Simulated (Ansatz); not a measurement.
# BOF (SMILES O=BF): levels of theory compared

Aim: a comparison of 6 runs (HF/STO-3G, B2PLYP/STO-3G, BLYP/STO-3G, UB3LYP/STO-3G, UPBE0/STO-3G, revPBE/STO-3G) of BOF. 

Program for the calculation: Ansatz 0.2.0.

### 1 The molecule

BOF has 3 atoms, charge 0, and is taken as a singlet. SMILES: `O=BF`. The B2–O1 distance was set to 1.507 Å, away from the relaxed value.

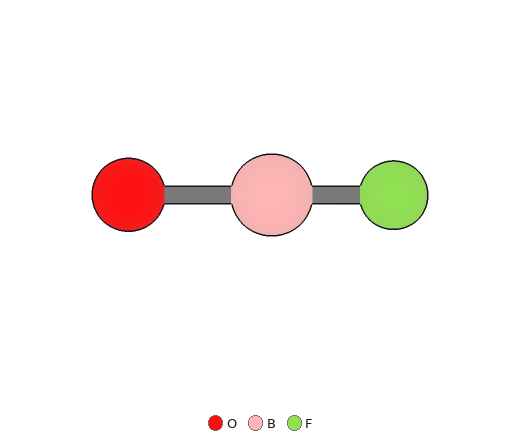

Viewed from a chosen angle; oxygen red, boron pink, fluorine green.

### 2 The energy at HF/STO-3G (run 1)

job.yaml

```yaml
crystal:
  periodic: [false, false, false]
  atoms:
    - symbol: O
      position_ang: [1.223799, -0.703474, 0.597399]
    - symbol: B
      position_ang: [0.020300, -0.011600, 0.009900]
    - symbol: F
      position_ang: [-1.003400, 0.576800, -0.489800]
basis:
  gaussian:
    orbitals: STO-3G
hamiltonian:
  xc: hf
accuracy: high
```

On the command line:

```sh
$ ansatz run job.yaml --threads 1 --pin off --max-ram 2610MiB --events-out events.jsonl --progress --plain --runs-dir runs
```

Output:

```text
Warning: RAYON_NUM_THREADS=1 ignored (pool sized by the plan → 1); use --threads N
Functional definition: HF
  name "HF"
  exchange = exact_x
  correlation = 0
245 factors; integrals over basis functions are off by at most 3.9e-8 eV
mean field evaluation 1: about -5332.7897 eV, gradient 4.1e1 eV
mean field evaluation 2: about -5332.8163 eV, gradient 4.1e1 eV
mean field evaluation 4: about -5339.1415 eV, gradient 3.2e0 eV
mean field evaluation 8: about -5339.1838 eV, gradient 5.6e-2 eV
mean field evaluation 16: about -5339.1774 eV, gradient 1.4e-8 eV
mean field -5339.17742470 eV, -196.2111513334 hartree, gradient 1.4e-8 eV, S^2 0.000000; 0 other end points of the search recorded, 0 dependent functions left out
reference -5339.17742470 eV, -196.2111513334 hartree; 11, 11 occupied and 4, 4 virtual orbitals, 245 factors
Total energy: -5339.17742470 eV, -196.2111513334 hartree
```

Wall time 0.06 s (1 thread of Intel Xeon Platinum 8488C (Sapphire Rapids), shared host).

### 3 The energy at B2PLYP/STO-3G (run 2)

molecule.yaml

```yaml
crystal:
  periodic: [false, false, false]
  atoms:
    - symbol: O
      position_ang: [1.223799, -0.703474, 0.597399]
    - symbol: B
      position_ang: [0.020300, -0.011600, 0.009900]
    - symbol: F
      position_ang: [-1.003400, 0.576800, -0.489800]
basis:
  gaussian:
    orbitals: STO-3G
hamiltonian:
  xc: {name: B2PLYP}
correlation:
  frozen_orbitals: {B: 1, F: 1, O: 1}
accuracy: high
```

On the command line:

```sh
$ ansatz run molecule.yaml --threads 1 --pin off --max-ram 2610MiB --events-out events.jsonl --progress --plain --runs-dir runs
```

Output (excerpt; [...] marks lines left out):

```text
Warning: RAYON_NUM_THREADS=1 ignored (pool sized by the plan → 1); use --threads N
Functional definition: B2PLYP
  name "B2PLYP"
[...]
245 factors; integrals over basis functions are off by at most 3.9e-8 eV
[...]
mean field -5355.52909992 eV, -196.8120643142 hartree, gradient 8.7e-9 eV, S^2 0.000000; 0 other end points of the search recorded, 0 dependent functions left out
3 core orbitals not correlated: weight in the atoms' cores, before any rotation towards them, 1.000 or more for the frozen orbitals, at most 0.000 for the correlated occupied ones
reference -5355.52911211 eV, -196.8120647620 hartree; 8, 8 occupied and 4, 4 virtual orbitals, 245 factors
second order -7.52914230 eV of doubles, -0.00000000 eV of singles
Total energy: -5357.56198053 eV, -196.8867712985 hartree
```

Wall time 0.58 s (1 thread of Intel Xeon Platinum 8488C (Sapphire Rapids), shared host).

Runs 3 to 5 aren't shown in full; the table further down has their settings and results.

### 4 A single-point energy at revPBE/STO-3G (run 6)

run.yaml

```yaml
crystal:
  periodic: [false, false, false]
  atoms:
    - {symbol: O, position_ang: [1.223799, -0.703474, 0.597399]}
    - {symbol: B, position_ang: [0.020300, -0.011600, 0.009900]}
    - {symbol: F, position_ang: [-1.003400, 0.576800, -0.489800]}
basis:
  gaussian:
    orbitals: STO-3G
hamiltonian:
  xc: {name: revPBE}
accuracy: high
```

On the command line:

```sh
$ ansatz run run.yaml --threads 1 --pin off --max-ram 2610MiB --events-out events.jsonl --progress --plain --runs-dir runs
```

Output:

```text
Warning: RAYON_NUM_THREADS=1 ignored (pool sized by the plan → 1); use --threads N
Functional definition: revPBE
  name "revPBE"
  parameter kappa = 1.245
  parameter beta = 0.06672455060314922
  exchange = pbe_x(kappa = kappa, mu = beta*pi^2/3)
  correlation = pbe_c(beta = beta)
245 factors; integrals over basis functions are off by at most 3.9e-8 eV
mean field evaluation 1: about -5357.5494 eV, gradient 3.9e1 eV
mean field evaluation 2: about -5210.8297 eV, gradient 1.8e2 eV
mean field evaluation 4: about -5362.3083 eV, gradient 1.8e1 eV
mean field evaluation 8: about -5363.1559 eV, gradient 5.9e-2 eV
mean field evaluation 16: about -5363.0863 eV, gradient 8.2e-6 eV
mean field -5363.08627734 eV, -197.0897854617 hartree, gradient 3.2e-8 eV, S^2 0.000000; 0 other end points of the search recorded, 0 dependent functions left out
reference -5363.08627885 eV, -197.0897855174 hartree; 11, 11 occupied and 4, 4 virtual orbitals, 245 factors
Total energy: -5363.08627885 eV, -197.0897855174 hartree
```

It took 0.42 s on 1 thread of Intel Xeon Platinum 8488C (Sapphire Rapids), shared host.

### 5 All runs side by side

```
run          level  frozen core orbitals  energy (Eh)  wall time
  1      HF/STO-3G                     –  -196.211151     0.06 s
  2  B2PLYP/STO-3G                     3  -196.886771     0.58 s
  3    BLYP/STO-3G                     –  -197.076522     0.42 s
  4  UB3LYP/STO-3G                     –  -197.107378     0.72 s
  5   UPBE0/STO-3G                     –  -196.930290      0.7 s
  6  revPBE/STO-3G                     –  -197.089786     0.42 s
```

### 6 Summary of results

| quantity | value |
| --- | --- |
| run 6: total energy | -197.08979 Eh |

In words: Totals of different functionals can't be ranked against each other. In runs 1, 2, 3, 4, 5, 6 the basis is minimal, so dipoles, gaps and forces are rough. All runs together took 2.9 s, the longest 0.72 s.
